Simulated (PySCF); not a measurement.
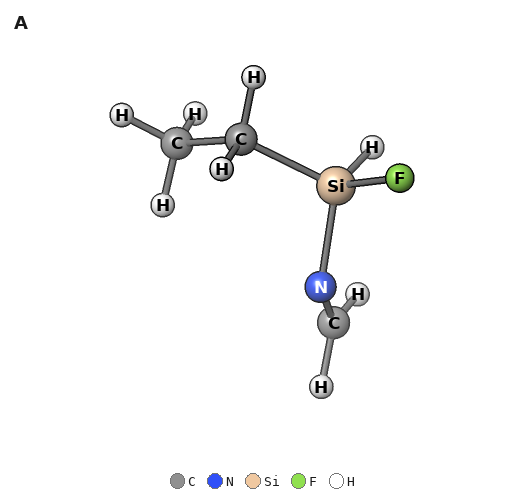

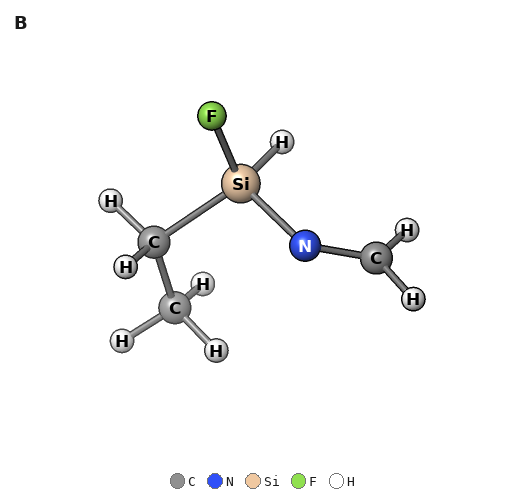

Distant atoms are faded towards the background colour. The computed structure is the end point of a PBE0-D3(BJ)/def2-SVP optimisation. No frequency run is at hand to confirm it as a minimum.

### Are A and B the same structure? If not, how do they differ?

Yes. They are the same structure, C3H8FNSi (C=N[Si@H](F)CC), seen from two directions: a rotation takes one into the other. The geometry is chiral (C1), so its mirror image would differ.
